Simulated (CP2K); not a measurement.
**BNH3F3 (SMILES [NH3+][B-](F)(F)F): revPBE-D3(BJ)/TZV2P-MOLOPT-PBE-GTH (core potential)**

What is the energy change on altering one bond length of BNH3F3 at revPBE-D3(BJ)/TZV2P-MOLOPT-PBE-GTH (core potential)? 

The results are computed with CP2K 2026.2.

### 1 The molecule

BNH3F3 has 8 atoms, charge 0, and is taken as a singlet. SMILES: `[NH3+][B-](F)(F)F`. The coordinates come from a PBE0-D4/def2-TZVP relaxation.

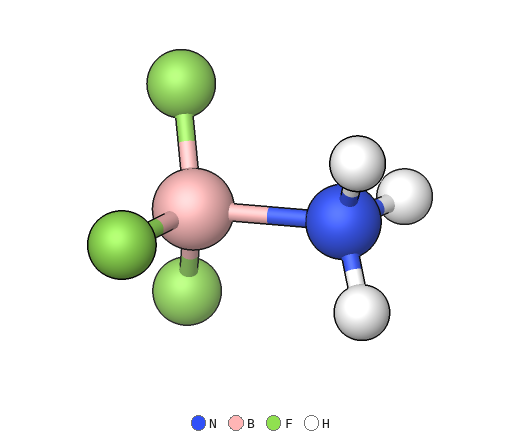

The structure, seen from a chosen angle (nitrogen blue, boron pink, fluorine green, hydrogen white).

### 2 A single-point energy at revPBE-D3(BJ)/TZV2P-MOLOPT-PBE-GTH (core potential)

run.inp

```
&global
    project run
    run_type ENERGY
    print_level MEDIUM
&end
&force_eval
    method Quickstep
    &dft
        basis_set_file_name BASIS_MOLOPT_UZH
        potential_file_name POTENTIAL_UZH
        charge 0
        multiplicity 1
        &qs
            method GPW
            eps_default 1.0E-10
        &end
        &mgrid
            cutoff 400
            rel_cutoff 50
            ngrids 4
        &end
        ! cluster boundary conditions
        &poisson
            periodic NONE
            poisson_solver MULTIPOLE
        &end
        ! SCF settings
        &scf
            scf_guess ATOMIC
            eps_scf 1.0E-06
            max_scf 40
            &ot ON
                minimizer CG
                preconditioner FULL_ALL
            &end
            &outer_scf
                eps_scf 1.0E-06
                max_scf 5
            &end
        &end
        ! functional
        &xc
            &xc_functional
                &pbe
                    parametrization REVPBE
                &end
            &end
            &vdw_potential
                potential_type PAIR_POTENTIAL
                &pair_potential
                    type DFTD3(BJ)
                    parameter_file_name dftd3.dat
                    reference_functional revPBE
                    r_cutoff 15
                &end
            &end
        &end
        ! extra output
        &print
            &moments
                periodic F
                reference COM
                max_moment 1
            &end
            &mo_cubes
                nlumo 1
                nhomo -1
                write_cube F
            &end
            &hirshfeld OFF
            &end
        &end
    &end
    &subsys
        &cell
            abc [angstrom] 9.8 9.3 10.2
            periodic NONE
        &end
        &coord
            SCALED T
            N    0.43651020   0.47569892   0.57493137
            B    0.54194898   0.48549462   0.44612745
            F    0.64292857   0.38881720   0.47455882
            F    0.46206122   0.44777419   0.34163725
            F    0.58400000   0.62577419   0.44501961
            H    0.35707143   0.54448387   0.56280392
            H    0.48707143   0.50225806   0.65836275
            H    0.39952041   0.37422581   0.58410784
        &end
        &kind N
            basis_set TZV2P-MOLOPT-PBE-GTH-q5
            potential GTH-PBE-q5
        &end
        &kind B
            basis_set TZV2P-MOLOPT-PBE-GTH-q3
            potential GTH-PBE-q3
        &end
        &kind F
            basis_set TZV2P-MOLOPT-PBE-GTH-q7
            potential GTH-PBE-q7
        &end
        &kind H
            basis_set TZV2P-MOLOPT-PBE-GTH-q1
            potential GTH-PBE-q1
        &end
    &end
&end
```

Command:

```bash
$ OMP_NUM_THREADS=1 cp2k.psmp run.inp > run.out
```

Output:

```text
CP2K| version string:                                       CP2K version 2026.2
[...]
 GLOBAL| Method name                                                        CP2K
[...]
 GLOBAL| Run type                                                         ENERGY
[...]
 DFT| Spin restricted Kohn-Sham (RKS) calculation                            RKS
 DFT| Multiplicity                                                             1
[...]
 DFT| Charge                                                                   0
[...]
 FUNCTIONAL| PBE:
[...]
 QS| Method:                                                                 GPW
[...]
 QS| Density cutoff [a.u.]:                                                200.0
[...]
 QS| Relative density cutoff [a.u.]:                                        25.0
[...]
                             - Atoms:                                          8
[...]
                             - Spherical basis functions:                    187
[...]
 Number of electrons:                                                         32
[...]
     1 OT CG       0.15E+00    0.9     0.14244993       -83.6830013914 -8.37E+01
[...]
    25 OT CG       0.12E+00    0.9     0.00000076       -87.5924469425 -2.96E-10
  *** SCF run converged in    25 steps ***
[...]
  Overlap energy of the core charge distribution:               0.00000126009467
  Self energy of the core charge distribution:               -228.18066097727223
  Core Hamiltonian energy:                                     65.73977845116823
  Hartree energy:                                              93.79237632324417
  Exchange-correlation energy:                                -18.93310556834578
  Dispersion energy:                                           -0.01083643140621
  Total energy:                                               -87.59244694251713
[...]
                     Mulliken Population Analysis
 #  Atom  Element  Kind  Atomic population                           Net charge
       1     N        1          4.810658                              0.189342
       2     B        2          2.292950                              0.707050
       3     F        3          7.344780                             -0.344780
       4     F        3          7.344453                             -0.344453
       5     F        3          7.345077                             -0.345077
       6     H        4          0.954018                              0.045982
       7     H        4          0.954267                              0.045733
       8     H        4          0.953796                              0.046204
 # Total charge                             32.000000                 -0.000000
[...]
  Dipole moment [Debye]
    X= -0.3704842E+01 Y= -0.3331841E+00 Z=  0.4702652E+01  Total=      5.9959820
[...]
 HOMO - LUMO gap [eV] :    7.499992
 ENERGY| Total FORCE_EVAL ( QS ) energy [hartree]            -87.592446942517128
[...]
```

It took 40 s on 1 thread of Arm Neoverse V2, shared host; peak memory 0.77 GiB.

### 3 The distorted shape at the same level

molecule.inp

```
&GLOBAL
    PROJECT_NAME molecule
    RUN_TYPE ENERGY
    PRINT_LEVEL MEDIUM
&END GLOBAL

&FORCE_EVAL
    METHOD QUICKSTEP
    &DFT
        BASIS_SET_FILE_NAME BASIS_MOLOPT_UZH
        POTENTIAL_FILE_NAME POTENTIAL_UZH
        &QS
            METHOD GPW
            EPS_DEFAULT 1.0E-10
        &END QS
        # real-space grids
        &MGRID
            CUTOFF 400
            REL_CUTOFF 50
            NGRIDS 4
        &END MGRID
        # no periodic images
        &POISSON
            PERIODIC NONE
            POISSON_SOLVER MULTIPOLE
        &END POISSON
        # self-consistent field
        &SCF
            SCF_GUESS ATOMIC
            EPS_SCF 1.0E-06
            MAX_SCF 80
            ADDED_MOS 10
            &DIAGONALIZATION
                ALGORITHM STANDARD
            &END DIAGONALIZATION
            &MIXING
                METHOD DIRECT_P_MIXING
                ALPHA 0.4
            &END MIXING
        &END SCF
        # exchange and correlation
        &XC
            &XC_FUNCTIONAL
                &PBE
                    PARAMETRIZATION REVPBE
                &END PBE
            &END XC_FUNCTIONAL
            &VDW_POTENTIAL
                POTENTIAL_TYPE PAIR_POTENTIAL
                &PAIR_POTENTIAL
                    TYPE DFTD3(BJ)
                    PARAMETER_FILE_NAME dftd3.dat
                    REFERENCE_FUNCTIONAL revPBE
                    R_CUTOFF 15
                &END PAIR_POTENTIAL
            &END VDW_POTENTIAL
        &END XC
        &PRINT
            &MOMENTS
                PERIODIC F
                REFERENCE COM
                MAX_MOMENT 1
            &END MOMENTS
            &MO ON
                ENERGIES T
                OCCUPATION_NUMBERS T
                NDIGITS 6
                &EACH
                    QS_SCF 0
                &END EACH
                ADD_LAST NUMERIC
            &END MO
            &HIRSHFELD OFF
            &END HIRSHFELD
        &END PRINT
    &END DFT
    &SUBSYS
        &CELL
            ABC 9.8 9.3 10.9
            PERIODIC NONE
        &END CELL
        &COORD
            N      4.277800     4.424000     5.873920
            B      5.311100     4.515100     4.560120
            F      6.300700     3.616000     4.850120
            F      4.528200     4.164300     3.494320
            F      5.723200     5.819700     4.548820
            H      3.499300     5.063700     5.750220
            H      5.169677     4.868588     7.405680
            H      3.915300     3.480300     5.967520
        &END COORD
        &KIND N
            BASIS_SET TZV2P-MOLOPT-PBE-GTH-q5
            POTENTIAL GTH-PBE-q5
        &END KIND
        &KIND B
            BASIS_SET TZV2P-MOLOPT-PBE-GTH-q3
            POTENTIAL GTH-PBE-q3
        &END KIND
        &KIND F
            BASIS_SET TZV2P-MOLOPT-PBE-GTH-q7
            POTENTIAL GTH-PBE-q7
        &END KIND
        &KIND H
            BASIS_SET TZV2P-MOLOPT-PBE-GTH-q1
            POTENTIAL GTH-PBE-q1
        &END KIND
    &END SUBSYS
&END FORCE_EVAL
```

Command:

```bash
$ OMP_NUM_THREADS=1 cp2k.psmp -i molecule.inp > molecule.out 2>&1
```

Output, shortened:

```text
CP2K| version string:                                       CP2K version 2026.2
[...]
 GLOBAL| Method name                                                        CP2K
[...]
 GLOBAL| Run type                                                         ENERGY
[...]
 DFT| Spin restricted Kohn-Sham (RKS) calculation                            RKS
 DFT| Multiplicity                                                             1
[...]
 DFT| Charge                                                                   0
[...]
 FUNCTIONAL| PBE:
[...]
 QS| Method:                                                                 GPW
[...]
 QS| Density cutoff [a.u.]:                                                200.0
[...]
 QS| Relative density cutoff [a.u.]:                                        25.0
[...]
                             - Atoms:                                          8
[...]
                             - Spherical basis functions:                    187
[...]
 Number of electrons:                                                         32
[...]
     1 P_Mix/Diag. 0.40E+00    0.9     1.41505545       -87.1927125035 -8.72E+01
[...]
    24 DIIS/Diag.  0.69E-06    1.1     0.00000026       -87.4615286080 -3.13E-13
  *** SCF run converged in    24 steps ***
[...]
  Overlap energy of the core charge distribution:               0.00000117179876
  Self energy of the core charge distribution:               -228.18066097727223
  Core Hamiltonian energy:                                     65.31772674567534
  Hartree energy:                                              94.16349647981824
  Exchange-correlation energy:                                -18.75097015389082
  Dispersion energy:                                           -0.01112187409324
  Total energy:                                               -87.46152860796396
[...]
                     Mulliken Population Analysis
 #  Atom  Element  Kind  Atomic population                           Net charge
       1     N        1          5.060589                             -0.060589
       2     B        2          2.238908                              0.761092
       3     F        3          7.344595                             -0.344595
[...]
  Dipole moment [Debye]
    X= -0.3360701E+01 Y= -0.2219706E+00 Z=  0.4855410E+01  Total=      5.9091952
 ENERGY| Total FORCE_EVAL ( QS ) energy [hartree]            -87.461528607963956
[...]
```

It took 26 s on 1 thread of Arm Neoverse V2, shared host; peak memory 0.81 GiB.

### 4 Results

At revPBE-D3(BJ)/TZV2P-MOLOPT-PBE-GTH (core potential):

| quantity | value |
| --- | --- |
| first shape: total energy | -87.59245 Eh |
| first shape: dipole moment | 6.00 D |
| first shape: HOMO energy | -8.05 eV |
| first shape: LUMO energy | -0.55 eV |
| first shape: HOMO–LUMO gap | 7.50 eV |
| first shape: dispersion energy | -28.45 kJ/mol |
| distorted shape: total energy | -87.46153 Eh |
| distorted shape: dipole moment | 5.91 D |
| distorted shape: HOMO energy | -8.03 eV |
| distorted shape: LUMO energy | -5.56 eV |
| distorted shape: HOMO–LUMO gap | 2.47 eV |
| distorted shape: dispersion energy | -29.20 kJ/mol |
| energy change with the N1–H7 bond stretched from 1.015 to 1.827 Å | 3.562 eV |

What this shows: With the N1–H7 bond stretched from 1.015 to 1.827 Å the energy rises by 3.56 eV (82 kcal/mol). The first shape isn't relaxed at this level, so the change isn't measured from a minimum.
